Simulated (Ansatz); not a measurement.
We consider rutile MnF2, described by PBE-D4 (Ansatz, a first-principles code, PAW).

Run with plane-wave cutoff 520 eV, 8×8×10 k mesh (along the axes of the cell as run), Fermi–Dirac smearing 0.01 eV, spin-polarised with opposed moments, scalar-relativistic PAW data made under PBE.

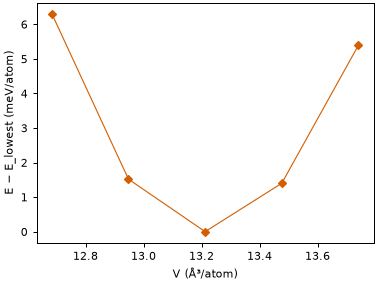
Figure. Total energy against volume

Task: From the curve, estimate the equilibrium volume and the bulk modulus.

Result: V0 ≈ 13.2 Å³/atom and B0 ≈ 88 GPa; the fit gives V0 = 13.213 Å³/atom, B0 = 88.2 GPa, B′ = 4.8.

Shape and atoms are relaxed at each volume.

Note: without U or exact exchange, gaps and moments of open d shells tend to come out too small; the bulk modulus comes from volumes at which shape and atoms were relaxed.

Static lattice: no zero-point or thermal effects.

Cost on a shared machine: around 22 core-minutes (rough).
